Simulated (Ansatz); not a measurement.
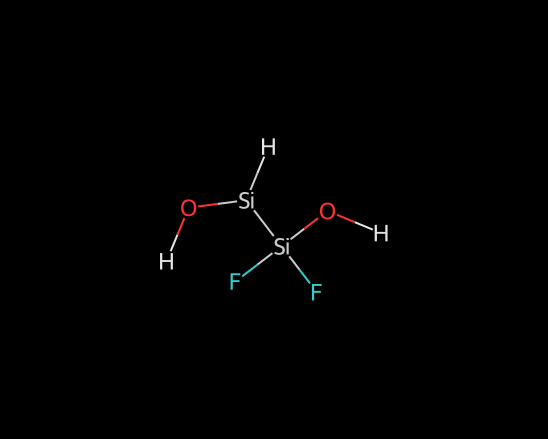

Charge 0, doublet. The computed structure is the end point of a PBE0-D4/def2-TZVP optimisation. No frequency run is at hand to confirm it as a minimum. Level of theory: UKS r2SCAN-D4/def2-TZVPP (Ansatz 0.2.0).

**Estimate the ⟨S²⟩ of the determinant.**

0.756.

**What is the dipole moment?**

2.07 D.

**Estimate the dispersion correction.**

−5.3 kJ/mol.

**Estimate the HOMO energy (Kohn–Sham orbital).**

−5.26 eV.
